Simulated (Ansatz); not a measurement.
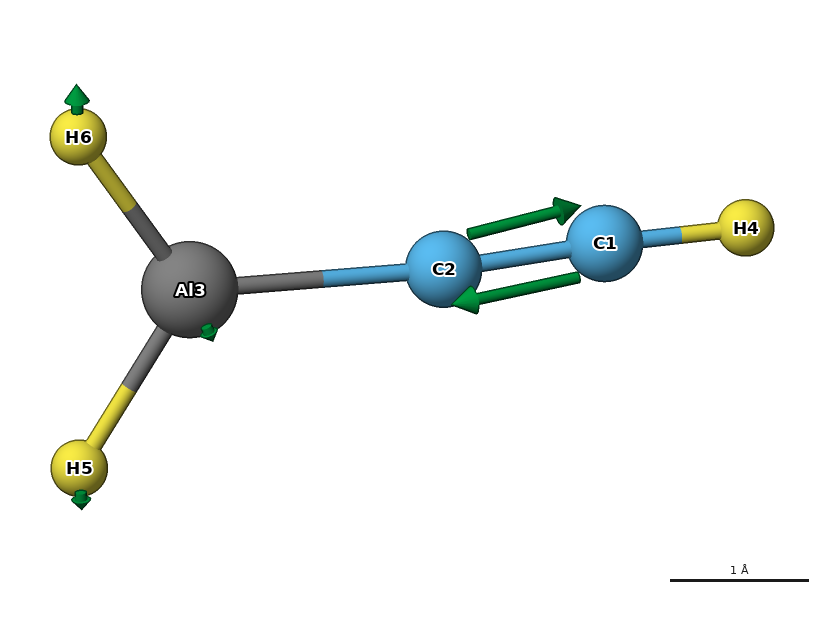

Arrows show the forces on the atoms, 0.4 Å of arrow for 1 eV/Å; forces under a tenth of the largest aren't drawn. Level of theory: B3LYP-D4/def2-TZVPP (Ansatz 0.2.0).

**On which atom is the force largest, and how large is it?**

On C1: 2.53 eV/Å.

**Which bond do the forces act along most?**

C1–C2, now 1.236 Å: the forces pull its atoms together, so a first step downhill shortens it.

List the force components in the frame of the picture (x right, y up, z towards the viewer), in eV/Å.

```json
{"atom": "C1", "Fx": "−2.32", "Fy": "−0.50", "Fz": "0.88"}
{"atom": "C2", "Fx": "2.05", "Fy": "0.53", "Fz": "−0.70"}
{"atom": "Al3", "Fx": "0.13", "Fy": "−0.28", "Fz": "−0.13"}
{"atom": "H4", "Fx": "0.15", "Fy": "0.06", "Fz": "−0.13"}
{"atom": "H5", "Fx": "0.02", "Fy": "−0.33", "Fz": "−0.14"}
{"atom": "H6", "Fx": "−0.02", "Fy": "0.53", "Fz": "0.23"}
```
